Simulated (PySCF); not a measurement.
C5H11PSi

```xyz
18

P     3.0580   -0.0592   -0.3186
Si    0.9627    0.4293   -0.9593
C     0.1433    1.9738   -0.1677
C    -1.0319    1.1347    0.3699
C    -0.5317   -0.2585   -0.0031
C    -0.5994   -1.4253    0.9380
C    -1.4429   -1.4136   -0.2952
H     2.9932   -1.3611   -0.7825
H     2.7067   -0.4388    0.9647
H     0.8750    0.3145   -2.4222
H     0.7199    2.4381    0.6292
H    -0.1667    2.7619   -0.8471
H    -1.1933    1.2599    1.4406
H    -1.9626    1.3724   -0.1454
H    -1.0855   -1.2762    1.8918
H     0.2383   -2.1075    0.9816
H    -2.5060   -1.2542   -0.1843
H    -1.1860   -2.0839   -1.1022
```

Geometry: GFN2-xTB.

Theory: CAM-B3LYP/def2-SVPD, SCF density, gas phase (PySCF 2.14.0).

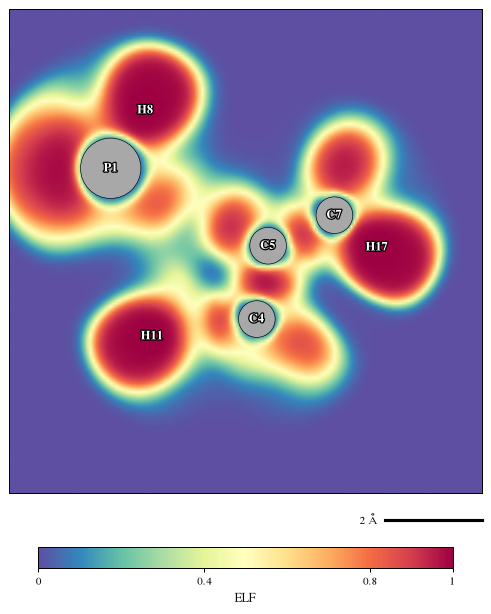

Figure 1. Electron localisation function on the plane of atoms C5, C7 and H17. Grey discs cover the atomic cores.

> What does the map show?

The plane passes through P, C and H nuclei.
C–C (1.50 Å): the ELF peaks at about 0.90 between the atoms: a covalent bond.
C–H (1.08 Å): the ELF climbs to about 1 towards the hydrogen, as it does in any bond to H (an ordinary covalent bond to hydrogen).
C–C (1.53 Å): the ELF peaks at about 0.95 between the atoms; a covalent bond.
P–H (1.38 Å): the ELF climbs to about 1 towards the hydrogen.
The ELF also peaks beside P1, away from the bonds: lone-pair regions.

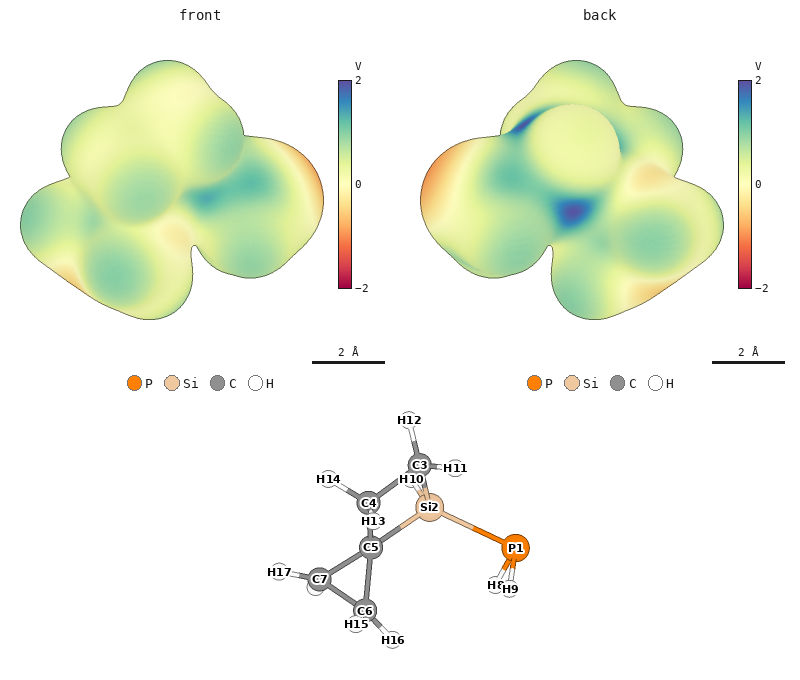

Figure 2. The molecular electrostatic potential painted on the density surface at 0.004 e/bohr³, seen from the front and from behind; the colour scale runs from red (negative) to blue (positive). The bare structure is drawn below in the same view.

> Where is the surface potential most negative and most positive?

The most negative region (about −0.9 V, or −21 kcal/mol for a unit charge) lies over P1, the most positive (about +1.8 V, or +42 kcal/mol for a unit charge) over Si2.

> What dipole moment does the calculation give?

Its dipole moment is 0.85 D.
